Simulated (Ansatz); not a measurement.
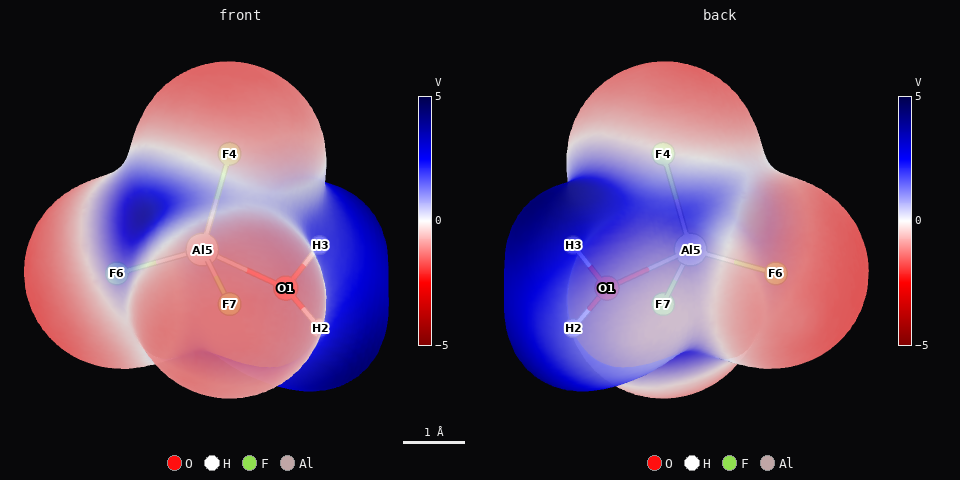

The picture shows: AlF₃H₂O. The molecular electrostatic potential painted on the density surface at 0.002 e/bohr³, seen from the front and from behind; the colour scale runs from red (negative) to blue (positive).

Geometry: PBE0-D4/def2-TZVP.

Level of theory: RKS PBE0-D4/def2-TZVPPD in Ansatz 0.2.0.

The calculation's input:

```
crystal:
  periodic: [false, false, false]
  atoms:
    - {symbol: O, position_ang: [0.043500, 0.652783, -0.913635]}
    - {symbol: H, position_ang: [-0.734705, 0.479844, -1.457762]}
    - {symbol: H, position_ang: [0.830151, 0.422737, -1.423405]}
    - {symbol: F, position_ang: [1.367009, -1.142069, 0.572395]}
    - {symbol: Al, position_ang: [-0.027097, -0.275954, 0.785028]}
    - {symbol: F, position_ang: [-0.011403, 0.905609, 1.928049]}
    - {symbol: F, position_ang: [-1.467454, -1.042949, 0.509430]}
basis:
  gaussian: {orbitals: "def2-TZVPPD.json"}
hamiltonian: {xc: pbe0, dispersion: d4}
output: {orbitals: {seedname: orbitals}}
```

Launched as:

```sh
ansatz run in.yaml --threads 4 --pin off --events-out ev --progress --plain --max-ram 9574MiB
```

**Describe the electrostatic potential map.**

The most negative region (about −1.5 V) lies over F6, the most positive (about +4.3 V) over H2 and H3.
